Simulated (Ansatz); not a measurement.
## Run report: TiNH4ClOF2, molecular dynamics (part 3 of 3)

The same run, continued: TiNH4ClOF2; RKS PBE0-D4/def2-SVP (Ansatz 0.2.0). It belongs to a series of runs on one base structure; here: dynamics from the highest image of the converged band.

Geometry of the input (Å):
```
Ti 0.0414  0.2937  -0.0408
N  0.1463  -0.1041  1.8040
H  -0.6795  -0.2742  2.3766
H  0.8679  0.3327  2.3779
F  1.5226  1.1062  -0.4470
O  -1.3443  1.2957  -0.3676
H  -2.2439  1.6030  -0.4966
F  -0.1425  -1.2104  -0.8996
Cl 1.2685  -3.0354  2.2488
H  0.7958  -1.8398  1.9613
```

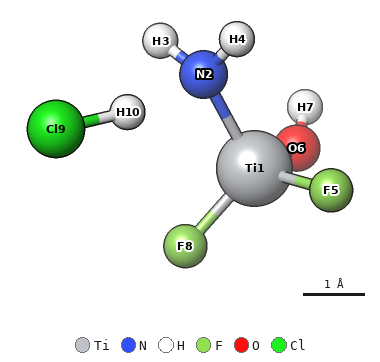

**Figure 1.** The geometry at step 110 of the log (ball-and-stick view, seen at a tilt; atoms are numbered from 1 in the order of the input).

Trajectory as extended XYZ, continued
```
10
Properties=species:S:1:pos:R:3:forces:R:3 step=20 time_fs=10.0 energy=-44647.90275 temperature=45.7
Ti    0.0348    0.2800   -0.0387    0.0676   0.2179   0.5138
N     0.1601   -0.0930    1.8047   -0.1416  -0.0241   0.2406
H    -0.7004   -0.2946    2.3187    0.1417  -0.0193   0.0471
H     0.8575    0.2861    2.4512   -0.1509  -0.0177  -0.2136
F     1.4924    1.0896   -0.4389    0.6478   0.3171  -0.2122
O    -1.3184    1.3099   -0.3754   -0.4203   0.2106  -0.0354
H    -2.2173    1.6413   -0.3297   -0.0197   0.0076  -0.0338
F    -0.1211   -1.2056   -0.8993   -0.1260  -0.6299  -0.3323
Cl    1.2638   -3.0202    2.2405    0.3667  -0.9889   0.2480
H     0.8458   -1.8510    1.9280   -0.3654   0.9266  -0.2222
10
Properties=species:S:1:pos:R:3:forces:R:3 step=30 time_fs=15.0 energy=-44647.90552 temperature=48.3
Ti    0.0319    0.2745   -0.0348    0.0358   0.2579   0.1861
N     0.1630   -0.0903    1.8076   -0.3048  -0.3017  -0.0518
H    -0.6875   -0.3127    2.3189   -0.1047  -0.0897   0.1354
H     0.8421    0.2786    2.4600    0.2745   0.2227   0.1027
F     1.4874    1.0862   -0.4382    0.5873   0.2746  -0.1807
O    -1.3137    1.3213   -0.3797   -0.3196   0.0845   0.0193
H    -2.2037    1.6590   -0.2584   -0.0107   0.0089  -0.0398
F    -0.1124   -1.2130   -0.9043   -0.1339  -0.4484  -0.2068
Cl    1.2624   -3.0149    2.2368   -0.1859   0.5834  -0.1803
H     0.8347   -1.7809    1.9016    0.1621  -0.5922   0.2159
10
Properties=species:S:1:pos:R:3:forces:R:3 step=40 time_fs=20.0 energy=-44647.92247 temperature=64.5
Ti    0.0292    0.2703   -0.0300    0.0699   0.2124  -0.0956
N     0.1619   -0.0915    1.8122   -0.1044  -0.0318   0.5019
H    -0.6787   -0.3465    2.3414    0.2174   0.0262  -0.0509
H     0.8550    0.3041    2.4616   -0.2757  -0.0894  -0.3559
F     1.4898    1.0863   -0.4397    0.3357   0.1314  -0.0833
O    -1.3138    1.3338   -0.3838   -0.1612  -0.0883   0.0722
H    -2.1909    1.6780   -0.1964    0.0322  -0.0073  -0.0394
F    -0.1053   -1.2259   -0.9118   -0.1287  -0.0896   0.0169
Cl    1.2603   -3.0074    2.2324    0.0129  -0.0054  -0.0150
H     0.8438   -1.7969    1.9105    0.0019  -0.0581   0.0492
10
Properties=species:S:1:pos:R:3:forces:R:3 step=50 time_fs=25.0 energy=-44647.91497 temperature=57.4
Ti    0.0268    0.2671   -0.0256    0.1419   0.1214  -0.3660
N     0.1577   -0.0943    1.8212   -0.3075  -0.1453  -0.5418
H    -0.6460   -0.3821    2.3678   -0.1766  -0.0719   0.2026
H     0.8472    0.3329    2.4207    0.3163   0.2380   0.2694
F     1.4963    1.0880   -0.4422   -0.0061  -0.0548   0.0517
O    -1.3160    1.3449   -0.3868    0.1108  -0.3045   0.1097
H    -2.1751    1.6971   -0.1429   -0.0160   0.0109  -0.0179
F    -0.0999   -1.2399   -0.9191   -0.1200   0.3180   0.2650
Cl    1.2584   -3.0004    2.2280    0.2301  -0.6591   0.1582
H     0.8480   -1.8111    1.9274   -0.1729   0.5474  -0.1310
10
Properties=species:S:1:pos:R:3:forces:R:3 step=60 time_fs=30.0 energy=-44647.88995 temperature=33.4
Ti    0.0252    0.2646   -0.0232    0.1837   0.0547  -0.7052
N     0.1499   -0.0985    1.8261    0.0553   0.0671   0.3445
H    -0.6222   -0.4221    2.4209    0.2626   0.1775  -0.1558
H     0.8605    0.3860    2.3975   -0.4186  -0.2498  -0.2395
F     1.5028    1.0890   -0.4441   -0.2806  -0.1968   0.1644
O    -1.3170    1.3517   -0.3880    0.2011  -0.4041   0.1725
H    -2.1575    1.7165   -0.0955    0.0492  -0.0192  -0.0399
F    -0.0961   -1.2500   -0.9231   -0.1168   0.6243   0.4419
Cl    1.2576   -2.9963    2.2243   -0.2488   0.7161  -0.1738
H     0.8278   -1.7434    1.9256    0.3130  -0.7698   0.1909
10
Properties=species:S:1:pos:R:3:forces:R:3 step=70 time_fs=35.0 energy=-44647.88924 temperature=32.6
Ti    0.0245    0.2623   -0.0240    0.2501  -0.0390  -0.4181
N     0.1416   -0.1025    1.8317   -0.1259   0.0424  -0.7206
H    -0.5742   -0.4380    2.4616   -0.3230  -0.0995   0.1367
H     0.8299    0.4158    2.3578    0.3606   0.2465   0.2977
F     1.5059    1.0876   -0.4440   -0.3362  -0.2196   0.1934
O    -1.3149    1.3524   -0.3869    0.1968  -0.3892   0.1201
H    -2.1327    1.7334   -0.0559    0.0081  -0.0005  -0.0236
F    -0.0937   -1.2525   -0.9217   -0.1331   0.6025   0.4040
Cl    1.2558   -2.9894    2.2198    0.2952  -0.8946   0.2063
H     0.8598   -1.7952    1.9531   -0.1927   0.7510  -0.1959
10
Properties=species:S:1:pos:R:3:forces:R:3 step=80 time_fs=40.0 energy=-44647.89998 temperature=42.9
Ti    0.0251    0.2599   -0.0269    0.2517  -0.0305  -0.2186
N     0.1325   -0.1045    1.8309    0.1713   0.2981   0.3595
H    -0.5612   -0.4565    2.5023    0.1534   0.1629  -0.3803
H     0.8263    0.4619    2.3471   -0.3366  -0.3012  -0.2076
F     1.5050    1.0836   -0.4415   -0.2220  -0.1492   0.1615
O    -1.3101    1.3474   -0.3839    0.0624  -0.2709   0.0719
H    -2.1047    1.7494   -0.0230   -0.0065   0.0084  -0.0320
F    -0.0930   -1.2475   -0.9153   -0.1566   0.3793   0.2431
Cl    1.2552   -2.9863    2.2163   -0.0417   0.1695  -0.0274
H     0.8703   -1.7408    1.9515    0.1246  -0.2664   0.0298
10
Properties=species:S:1:pos:R:3:forces:R:3 step=90 time_fs=45.0 energy=-44647.89958 temperature=42.5
Ti    0.0269    0.2573   -0.0309    0.2194   0.0511   0.1721
N     0.1256   -0.1028    1.8307    0.1340   0.0549  -0.6359
H    -0.5511   -0.4574    2.4902   -0.3832  -0.1296   0.1377
H     0.7924    0.4766    2.3237    0.2998   0.2280   0.3066
F     1.5014    1.0778   -0.4370    0.0349  -0.0058   0.0837
O    -1.3045    1.3385   -0.3798   -0.1867  -0.0697   0.0208
H    -2.0763    1.7667    0.0016    0.0159  -0.0011  -0.0578
F    -0.0943   -1.2380   -0.9059   -0.1886  -0.0517  -0.0337
Cl    1.2547   -2.9830    2.2128   -0.0869   0.4083  -0.0802
H     0.8982   -1.7167    1.9497    0.1413  -0.4846   0.0867
10
Properties=species:S:1:pos:R:3:forces:R:3 step=100 time_fs=50.0 energy=-44647.88797 temperature=31.4
Ti    0.0298    0.2550   -0.0340    0.1654   0.2026   0.6286
N     0.1212   -0.0987    1.8249    0.1131   0.3138   0.2105
H    -0.5871   -0.4658    2.4714    0.2372   0.1538  -0.3073
H     0.7810    0.5039    2.3387   -0.3058  -0.2857  -0.0763
F     1.4984    1.0719   -0.4315    0.3526   0.1694  -0.0238
O    -1.3015    1.3284   -0.3755   -0.3344   0.0768  -0.0982
H    -2.0488    1.7862    0.0148   -0.0585   0.0453  -0.0225
F    -0.0981   -1.2292   -0.8970   -0.2219  -0.5482  -0.3326
Cl    1.2540   -2.9785    2.2091    0.3014  -1.0301   0.2125
H     0.9479   -1.7591    1.9584   -0.2491   0.9023  -0.1908
10
Properties=species:S:1:pos:R:3:forces:R:3 step=110 time_fs=55.0 energy=-44647.89419 temperature=37.4
Ti    0.0335    0.2538   -0.0342    0.0495   0.3230   0.4148
N     0.1190   -0.0905    1.8186    0.2076  -0.0141  -0.2704
H    -0.6095   -0.4597    2.4143   -0.2767  -0.1460   0.1605
H     0.7370    0.4995    2.3639    0.1700   0.1647   0.2444
F     1.4995    1.0680   -0.4262    0.4742   0.2408  -0.0668
O    -1.3036    1.3194   -0.3724   -0.3977   0.1432  -0.0587
H    -2.0291    1.8128    0.0194    0.0061   0.0051  -0.0610
F    -0.1046   -1.2270   -0.8921   -0.2157  -0.6720  -0.3913
Cl    1.2546   -2.9781    2.2062   -0.1046   0.7383  -0.1552
H     0.9602   -1.6813    1.9417    0.0873  -0.7831   0.1836
10
Properties=species:S:1:pos:R:3:forces:R:3 step=120 time_fs=60.0 energy=-44647.92289 temperature=64.9
Ti    0.0375    0.2541   -0.0323   -0.0159   0.2969   0.1893
N     0.1193   -0.0817    1.8117   -0.0850   0.0655   0.5744
H    -0.6559   -0.4671    2.3637    0.2534   0.0811  -0.1874
H     0.7029    0.5044    2.4192   -0.1502  -0.1634  -0.1556
F     1.5066    1.0672   -0.4217    0.4346   0.2312  -0.0778
O    -1.3113    1.3123   -0.3704   -0.2483   0.0660  -0.0826
H    -2.0126    1.8438    0.0125   -0.0245   0.0265  -0.0243
F    -0.1138   -1.2330   -0.8919   -0.1786  -0.5082  -0.2699
Cl    1.2550   -2.9747    2.2027    0.1436  -0.3861   0.0753
H     0.9805   -1.7249    1.9544   -0.1291   0.2905  -0.0415
10
Properties=species:S:1:pos:R:3:forces:R:3 step=130 time_fs=65.0 energy=-44647.93390 temperature=75.5
Ti    0.0414    0.2558   -0.0295   -0.0389   0.1635  -0.2776
N     0.1192   -0.0723    1.8110   -0.0033  -0.0401   0.0867
H    -0.6789   -0.4734    2.2932   -0.1522  -0.1306   0.1537
H     0.6555    0.4933    2.4627    0.1084   0.0862   0.0551
F     1.5189    1.0691   -0.4181    0.1841   0.1128  -0.0264
O    -1.3226    1.3062   -0.3695   -0.0234  -0.0637  -0.0323
H    -1.9995    1.8791   -0.0016    0.0039   0.0057  -0.0178
F    -0.1252   -1.2451   -0.8950   -0.1031  -0.0463   0.0270
Cl    1.2562   -2.9733    2.1996    0.1132  -0.2775   0.0555
H     0.9741   -1.7198    1.9619   -0.0886   0.1899  -0.0238
10
Properties=species:S:1:pos:R:3:forces:R:3 step=140 time_fs=70.0 energy=-44647.91199 temperature=54.5
Ti    0.0451    0.2584   -0.0282   -0.0287   0.0178  -0.6820
N     0.1178   -0.0639    1.8139   -0.2646  -0.2559   0.3143
H    -0.7081   -0.4941    2.2436    0.2069   0.0984   0.0502
H     0.6220    0.4908    2.5057   -0.0209  -0.0220  -0.0692
F     1.5335    1.0724   -0.4149   -0.1265  -0.0347   0.0401
O    -1.3344    1.2992   -0.3691    0.1853  -0.1675   0.0267
H    -1.9847    1.9153   -0.0205    0.0473  -0.0311  -0.0225
F    -0.1379   -1.2578   -0.8977   -0.0182   0.4277   0.3180
Cl    1.2581   -2.9734    2.1967   -0.1284   0.7111  -0.1204
H     0.9491   -1.6795    1.9652    0.1478  -0.7437   0.1449
10
Properties=species:S:1:pos:R:3:forces:R:3 step=150 time_fs=75.0 energy=-44647.89565 temperature=38.8
Ti    0.0487    0.2611   -0.0299    0.0367  -0.1129  -0.4867
N     0.1132   -0.0589    1.8204   -0.1208  -0.0365  -0.0921
H    -0.7128   -0.5058    2.2158   -0.0463  -0.0269   0.1854
H     0.5889    0.4879    2.5380    0.0037  -0.0247  -0.1203
F     1.5467    1.0754   -0.4112   -0.3205  -0.1199   0.0630
O    -1.3434    1.2896   -0.3684    0.3221  -0.2285  -0.0244
H    -1.9621    1.9472   -0.0428    0.0087   0.0073   0.0182
F    -0.1509   -1.2653   -0.8966    0.0412   0.6348   0.4354
Cl    1.2595   -2.9707    2.1935    0.3035  -1.0884   0.1930
H     0.9441   -1.7501    1.9910   -0.2283   0.9956  -0.1714
10
Properties=species:S:1:pos:R:3:forces:R:3 step=160 time_fs=80.0 energy=-44647.90463 temperature=47.4
Ti    0.0525    0.2632   -0.0343    0.0484  -0.1787  -0.3752
N     0.1054   -0.0560    1.8258   -0.3025  -0.3545  -0.1670
H    -0.7165   -0.5158    2.2247    0.0316   0.0633   0.0545
H     0.5636    0.4871    2.5506    0.1513   0.1349   0.0098
F     1.5558    1.0769   -0.4067   -0.4067  -0.1522   0.0670
O    -1.3479    1.2770   -0.3680    0.2796  -0.1252  -0.0144
H    -1.9332    1.9764   -0.0635    0.0563  -0.0464  -0.0097
F    -0.1634   -1.2650   -0.8901    0.0818   0.6655   0.4297
Cl    1.2623   -2.9722    2.1910   -0.1462   0.5954  -0.0755
H     0.9108   -1.6893    1.9940    0.2065  -0.6022   0.0807
10
Properties=species:S:1:pos:R:3:forces:R:3 step=170 time_fs=85.0 energy=-44647.92499 temperature=66.9
Ti    0.0565    0.2645   -0.0403    0.0500  -0.1780   0.1377
N     0.0936   -0.0576    1.8291   -0.0531  -0.0537   0.0276
H    -0.7183   -0.5150    2.2505    0.0309   0.0768  -0.0100
H     0.5619    0.5040    2.5476   -0.0474  -0.1102  -0.3055
F     1.5601    1.0766   -0.4014   -0.2868  -0.0838   0.0198
O    -1.3481    1.2623   -0.3680    0.1552   0.0011  -0.1067
H    -1.8948    1.9991   -0.0844    0.0095   0.0013   0.0086
F    -0.1749   -1.2566   -0.8784    0.0773   0.3635   0.2275
Cl    1.2646   -2.9715    2.1882    0.0032   0.0469   0.0102
H     0.9110   -1.7129    2.0066    0.0613  -0.0639  -0.0092
10
Properties=species:S:1:pos:R:3:forces:R:3 step=180 time_fs=90.0 energy=-44647.92333 temperature=65.4
Ti    0.0607    0.2649   -0.0456    0.0023  -0.0908   0.6642
N     0.0802   -0.0613    1.8304   -0.0495  -0.1819  -0.6068
H    -0.7204   -0.5006    2.2780   -0.1266  -0.0044   0.0634
H     0.5674    0.5169    2.5030    0.1938   0.1849   0.1623
F     1.5608    1.0753   -0.3959   -0.0564   0.0335  -0.0396
O    -1.3462    1.2478   -0.3695   -0.0583   0.2055  -0.1751
H    -1.8525    2.0196   -0.1043   -0.0010   0.0010   0.0022
F    -0.1855   -1.2437   -0.8638    0.0416  -0.1182  -0.0711
Cl    1.2670   -2.9709    2.1856    0.1929  -0.6027   0.0984
H     0.9205   -1.7353    2.0153   -0.1389   0.5732  -0.0980
10
Properties=species:S:1:pos:R:3:forces:R:3 step=190 time_fs=95.0 energy=-44647.90120 temperature=44.2
Ti    0.0650    0.2648   -0.0478   -0.1314   0.0530   0.7483
N     0.0668   -0.0671    1.8248    0.1994   0.0178   0.1637
H    -0.7366   -0.4769    2.3132    0.1933   0.1914  -0.1211
H     0.5933    0.5444    2.4626   -0.2260  -0.2646  -0.1954
F     1.5607    1.0743   -0.3908    0.1485   0.1305  -0.0730
O    -1.3451    1.2364   -0.3735   -0.1831   0.3502  -0.1760
H    -1.8098    2.0398   -0.1241    0.0002  -0.0166  -0.0185
F    -0.1955   -1.2323   -0.8501    0.0109  -0.5184  -0.3161
Cl    1.2702   -2.9729    2.1835   -0.2006   0.8762  -0.1047
H     0.9101   -1.6723    2.0075    0.1888  -0.8195   0.0929
10
Properties=species:S:1:pos:R:3:forces:R:3 step=200 time_fs=100.0 energy=-44647.89918 temperature=42.2
Ti    0.0685    0.2650   -0.0461   -0.2779   0.1130   0.8166
N     0.0565   -0.0732    1.8181    0.2631   0.0070  -0.4912
H    -0.7377   -0.4269    2.3351   -0.2864  -0.1101   0.0991
H     0.5974    0.5431    2.4099    0.2317   0.1925   0.3018
F     1.5625    1.0750   -0.3867    0.2698   0.1802  -0.0856
O    -1.3465    1.2299   -0.3803   -0.1728   0.3451  -0.1945
H    -1.7691    2.0595   -0.1469   -0.0389   0.0387  -0.0030
F    -0.2053   -1.2273   -0.8403    0.0032  -0.7356  -0.4485
Cl    1.2727   -2.9709    2.1809    0.2537  -0.7339   0.1116
H     0.9282   -1.7395    2.0131   -0.2455   0.7031  -0.1064
```

Summary

| quantity | value |
| --- | --- |
| outcome | finished |
| mean temperature over the second half | 53 K |
| trajectory | 200 steps, 100 fs |
| ensemble | nve |
| temperature in the input | 100.0 K |
| time step | 0.5 fs |
| potential energy (last step) | −44647.8993 eV |
| mean-field energy (last step) | −44647.7116 eV |
| largest force (length of the vector) (last step) | 0.870 eV/Å |
| wall time | 6.9 min (CPU time 26 min) |
| peak memory | 0.35 GiB |

Remarks

So short a trajectory is not equilibrated.
